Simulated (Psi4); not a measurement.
# Run report: SiH2F2, molecular dynamics (part 2 of 2)

The same run, continued: SiH2F2; r2SCAN/cc-pVDZ, RKS, dispersion D4 (Psi4 1.11). The geometry comes from this level: PBE0-D4/def2-TZVP.

Geometry of the input (Å):
```
F  -1.0790  0.5382  0.9807
Si -0.0052  -0.0005  -0.0541
F  1.2476  -0.5206  0.7669
H  -0.5905  -1.1387  -0.7863
H  0.4271  1.1217  -0.9073
```

Standard output, continued
```
step  16  Epot  -13343.530726  Ekin  0.319949  Etot  -13343.210777 eV  T   495.0 K
step  17  Epot  -13343.512529  Ekin  0.302144  Etot  -13343.210385 eV  T   467.5 K
step  18  Epot  -13343.495015  Ekin  0.285020  Etot  -13343.209995 eV  T   441.0 K
step  19  Epot  -13343.478584  Ekin  0.268976  Etot  -13343.209608 eV  T   416.2 K
step  20  Epot  -13343.463700  Ekin  0.254473  Etot  -13343.209227 eV  T   393.7 K
step  21  Epot  -13343.450856  Ekin  0.241998  Etot  -13343.208858 eV  T   374.4 K
step  22  Epot  -13343.440504  Ekin  0.231993  Etot  -13343.208511 eV  T   359.0 K
step  23  Epot  -13343.432975  Ekin  0.224782  Etot  -13343.208192 eV  T   347.8 K
step  24  Epot  -13343.428412  Ekin  0.220503  Etot  -13343.207909 eV  T   341.2 K
step  25  Epot  -13343.426730  Ekin  0.219067  Etot  -13343.207663 eV  T   339.0 K
step  26  Epot  -13343.427618  Ekin  0.220165  Etot  -13343.207453 eV  T   340.7 K
step  27  Epot  -13343.430604  Ekin  0.223328  Etot  -13343.207276 eV  T   345.5 K
step  28  Epot  -13343.435137  Ekin  0.228012  Etot  -13343.207125 eV  T   352.8 K
step  29  Epot  -13343.440698  Ekin  0.233701  Etot  -13343.206997 eV  T   361.6 K
step  30  Epot  -13343.446880  Ekin  0.239992  Etot  -13343.206888 eV  T   371.3 K
step  31  Epot  -13343.453439  Ekin  0.246640  Etot  -13343.206799 eV  T   381.6 K
step  32  Epot  -13343.460298  Ekin  0.253563  Etot  -13343.206735 eV  T   392.3 K
step  33  Epot  -13343.467506  Ekin  0.260806  Etot  -13343.206700 eV  T   403.5 K
step  34  Epot  -13343.475185  Ekin  0.268485  Etot  -13343.206699 eV  T   415.4 K
step  35  Epot  -13343.483466  Ekin  0.276730  Etot  -13343.206737 eV  T   428.2 K
step  36  Epot  -13343.492450  Ekin  0.285636  Etot  -13343.206814 eV  T   442.0 K
step  37  Epot  -13343.502176  Ekin  0.295243  Etot  -13343.206934 eV  T   456.8 K
step  38  Epot  -13343.512617  Ekin  0.305522  Etot  -13343.207095 eV  T   472.7 K
step  39  Epot  -13343.523687  Ekin  0.316388  Etot  -13343.207299 eV  T   489.5 K
step  40  Epot  -13343.535247  Ekin  0.327704  Etot  -13343.207543 eV  T   507.0 K
```

Trajectory as extended XYZ (Å, eV, eV/Å), 19 of the 41 frames kept, from step=0 to step=40
```
5
Properties=species:S:1:pos:R:3:forces:R:3 step=0 energy=-13343.69865
F    -1.0790    0.5382    0.9807   -1.3609   0.6810   1.2770
Si   -0.0052   -0.0005   -0.0541   -0.1969  -0.0208  -2.0429
F     1.2476   -0.5206    0.7669    1.5810  -0.6578   1.0064
H    -0.5905   -1.1387   -0.7863   -0.0919  -0.1792  -0.1130
H     0.4271    1.1217   -0.9073    0.0683   0.1768  -0.1321
5
Properties=species:S:1:pos:R:3:forces:R:3 step=2 energy=-13343.71528
F    -1.0758    0.5453    0.9834   -1.3899   0.6235   1.2387
Si   -0.0148   -0.0070   -0.0564    0.6122   0.1968  -1.9336
F     1.2569   -0.5182    0.7707    1.0469  -0.4922   0.7022
H    -0.5676   -1.1304   -0.8188   -0.2361  -0.3408  -0.0791
H     0.4346    1.1125   -0.9301   -0.0480   0.0171   0.0624
5
Properties=species:S:1:pos:R:3:forces:R:3 step=4 energy=-13343.71350
F    -1.0733    0.5528    0.9866   -1.3698   0.5446   1.1560
Si   -0.0242   -0.0133   -0.0594    1.3192   0.3600  -1.8000
F     1.2667   -0.5161    0.7748    0.5179  -0.3369   0.3998
H    -0.5471   -1.1253   -0.8521   -0.3402  -0.4369  -0.0122
H     0.4416    1.1036   -0.9523   -0.1575  -0.1201   0.2423
5
Properties=species:S:1:pos:R:3:forces:R:3 step=7 energy=-13343.68537
F    -1.0707    0.5644    0.9926   -1.2496   0.3863   0.9510
Si   -0.0373   -0.0226   -0.0651    2.1167   0.4388  -1.5490
F     1.2819   -0.5132    0.7813   -0.2129  -0.1384  -0.0206
H    -0.5224   -1.1254   -0.9018   -0.4129  -0.4333   0.1716
H     0.4491    1.0877   -0.9809   -0.2810  -0.2363   0.4346
5
Properties=species:S:1:pos:R:3:forces:R:3 step=9 energy=-13343.65632
F    -1.0699    0.5725    0.9972   -1.1159   0.2565   0.7663
Si   -0.0452   -0.0287   -0.0695    2.4612   0.3857  -1.3351
F     1.2919   -0.5114    0.7856   -0.6394  -0.0322  -0.2693
H    -0.5108   -1.1308   -0.9332   -0.4167  -0.3499   0.3389
H     0.4509    1.0745   -0.9951   -0.3252  -0.2408   0.4925
5
Properties=species:S:1:pos:R:3:forces:R:3 step=11 energy=-13343.62276
F    -1.0695    0.5806    1.0022   -0.9483   0.1107   0.5513
Si   -0.0523   -0.0346   -0.0744    2.6675   0.2754  -1.0646
F     1.3016   -0.5096    0.7898   -1.0137   0.0541  -0.4921
H    -0.5032   -1.1394   -0.9613   -0.3997  -0.2338   0.5171
H     0.4496    1.0590   -1.0045   -0.3347  -0.1860   0.4879
5
Properties=species:S:1:pos:R:3:forces:R:3 step=13 energy=-13343.58662
F    -1.0697    0.5889    1.0075   -0.7566  -0.0466   0.3158
Si   -0.0584   -0.0404   -0.0797    2.7535   0.1364  -0.7231
F     1.3108   -0.5077    0.7938   -1.3349   0.1222  -0.6891
H    -0.4994   -1.1503   -0.9844   -0.3740  -0.1144   0.6811
H     0.4452    1.0418   -1.0093   -0.3094  -0.0764   0.4214
5
Properties=species:S:1:pos:R:3:forces:R:3 step=16 energy=-13343.53083
F    -1.0706    0.6011    1.0156   -0.4448  -0.2942  -0.0583
Si   -0.0658   -0.0490   -0.0880    2.7055  -0.0690  -0.0694
F     1.3233   -0.5049    0.7991   -1.7206   0.1948  -0.9392
H    -0.5003   -1.1684   -1.0066   -0.3361   0.0233   0.8570
H     0.4331    1.0150   -1.0094   -0.2149   0.1668   0.2219
5
Properties=species:S:1:pos:R:3:forces:R:3 step=18 energy=-13343.49512
F    -1.0715    0.6091    1.0211   -0.2340  -0.4597  -0.3087
Si   -0.0695   -0.0548   -0.0936    2.5925  -0.1661   0.4410
F     1.3305   -0.5028    0.8020   -1.9170   0.2268  -1.0770
H    -0.5050   -1.1803   -1.0114   -0.3170   0.0698   0.9112
H     0.4224    0.9988   -1.0065   -0.1286   0.3510   0.0476
5
Properties=species:S:1:pos:R:3:forces:R:3 step=20 energy=-13343.46381
F    -1.0725    0.6168    1.0263   -0.0298  -0.6198  -0.5495
Si   -0.0724   -0.0606   -0.0991    2.4479  -0.1961   0.9734
F     1.3368   -0.5007    0.8044   -2.0690   0.2479  -1.1936
H    -0.5127   -1.1917   -1.0074   -0.3046   0.0750   0.9109
H     0.4105    0.9860   -1.0032   -0.0426   0.5145  -0.1260
5
Properties=species:S:1:pos:R:3:forces:R:3 step=22 energy=-13343.44061
F    -1.0736    0.6243    1.0313    0.1620  -0.7698  -0.7729
Si   -0.0744   -0.0666   -0.1042    2.2998  -0.1265   1.4835
F     1.3421   -0.4985    0.8062   -2.1795   0.2601  -1.2895
H    -0.5233   -1.2023   -0.9948   -0.2987   0.0402   0.8593
H     0.3981    0.9780   -1.0011    0.0237   0.6171  -0.2635
5
Properties=species:S:1:pos:R:3:forces:R:3 step=24 energy=-13343.42852
F    -1.0745    0.6313    1.0359    0.3377  -0.9056  -0.9728
Si   -0.0757   -0.0725   -0.1088    2.1687   0.0647   1.9283
F     1.3462   -0.4961    0.8073   -2.2519   0.2648  -1.3660
H    -0.5368   -1.2126   -0.9740   -0.2983  -0.0279   0.7648
H     0.3859    0.9759   -1.0014    0.0548   0.6246  -0.3344
5
Properties=species:S:1:pos:R:3:forces:R:3 step=27 energy=-13343.43071
F    -1.0756    0.6410    1.0419    0.5669  -1.0759  -1.2207
Si   -0.0761   -0.0814   -0.1145    2.0110   0.5602   2.4129
F     1.3503   -0.4923    0.8076   -2.2946   0.2612  -1.4458
H    -0.5624   -1.2288   -0.9295   -0.2995  -0.1623   0.5746
H     0.3686    0.9836   -1.0079    0.0295   0.4357  -0.2951
5
Properties=species:S:1:pos:R:3:forces:R:3 step=29 energy=-13343.44081
F    -1.0760    0.6468    1.0451    0.6962  -1.1634  -1.3490
Si   -0.0756   -0.0871   -0.1172    1.9078   0.9627   2.6050
F     1.3515   -0.4895    0.8070   -2.2806   0.2529  -1.4753
H    -0.5831   -1.2414   -0.8927   -0.2909  -0.2416   0.4437
H     0.3575    0.9942   -1.0157   -0.0196   0.2071  -0.1942
5
Properties=species:S:1:pos:R:3:forces:R:3 step=31 energy=-13343.45355
F    -1.0760    0.6520    1.0476    0.8067  -1.2281  -1.4478
Si   -0.0744   -0.0924   -0.1191    1.7732   1.3410   2.7036
F     1.3516   -0.4867    0.8055   -2.2324   0.2404  -1.4848
H    -0.6065   -1.2562   -0.8516   -0.2624  -0.2820   0.3321
H     0.3461    1.0067   -1.0255   -0.0733  -0.0550  -0.0693
5
Properties=species:S:1:pos:R:3:forces:R:3 step=33 energy=-13343.46761
F    -1.0757    0.6565    1.0493    0.8988  -1.2692  -1.5179
Si   -0.0726   -0.0973   -0.1201    1.5798   1.6283   2.7269
F     1.3506   -0.4837    0.8034   -2.1489   0.2238  -1.4725
H    -0.6324   -1.2737   -0.8073   -0.2036  -0.2620   0.2518
H     0.3341    1.0187   -1.0359   -0.1158  -0.3061   0.0483
5
Properties=species:S:1:pos:R:3:forces:R:3 step=36 energy=-13343.49256
F    -1.0742    0.6621    1.0506    1.0025  -1.2864  -1.5715
Si   -0.0689   -0.1036   -0.1197    1.1473   1.8069   2.6680
F     1.3470   -0.4791    0.7987   -1.9542   0.1910  -1.4095
H    -0.6746   -1.3044   -0.7365   -0.0497  -0.1073   0.1870
H     0.3139    1.0307   -1.0504   -0.1377  -0.5909   0.1633
5
Properties=species:S:1:pos:R:3:forces:R:3 step=38 energy=-13343.51273
F    -1.0726    0.6651    1.0504    1.0483  -1.2687  -1.5744
Si   -0.0659   -0.1071   -0.1184    0.7667   1.7540   2.6004
F     1.3434   -0.4759    0.7947   -1.7754   0.1633  -1.3350
H    -0.7036   -1.3263   -0.6869    0.0878   0.0567   0.1626
H     0.2988    1.0320   -1.0583   -0.1206  -0.6924   0.1819
5
Properties=species:S:1:pos:R:3:forces:R:3 step=40 energy=-13343.53536
F    -1.0705    0.6674    1.0494    1.0749  -1.2286  -1.5521
Si   -0.0626   -0.1099   -0.1161    0.3303   1.5908   2.5334
F     1.3388   -0.4726    0.7900   -1.5553   0.1302  -1.2326
H    -0.7317   -1.3477   -0.6359    0.2359   0.2351   0.1348
H     0.2826    1.0267   -1.0644   -0.0804  -0.7154   0.1489
```

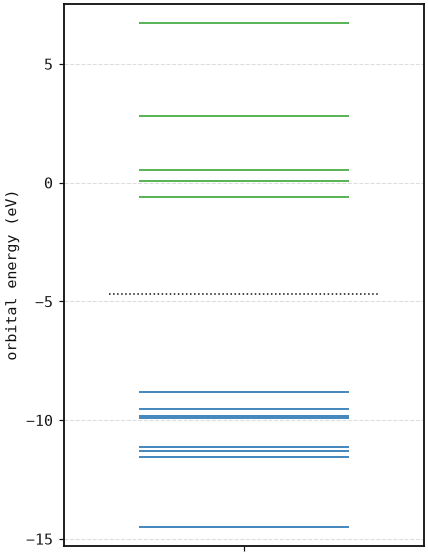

*Orbital energies near the frontier; the dotted line parts filled from empty levels, and levels within 0.02 eV of each other stand side by side.*

Highest filled −8.81 eV, lowest empty −0.60 eV, 8.21 eV apart.

Key numbers

- outcome: finished
- trajectory: 41 frames kept
- potential energy (last step): −490.365880 hartree
- dispersion energy (last step): −0.000472 hartree
- basis functions (last step): 56
- HOMO (last step): −8.81 eV
- LUMO (last step): −0.60 eV
- dipole moment (last step): 2.49 D
- hardware: 1 thread of Intel Xeon @ 2.50GHz (Skylake/Cascade Lake), 12 GiB of memory available, shared host
- wall time: 7.4 min
- peak memory: 1.3 GiB
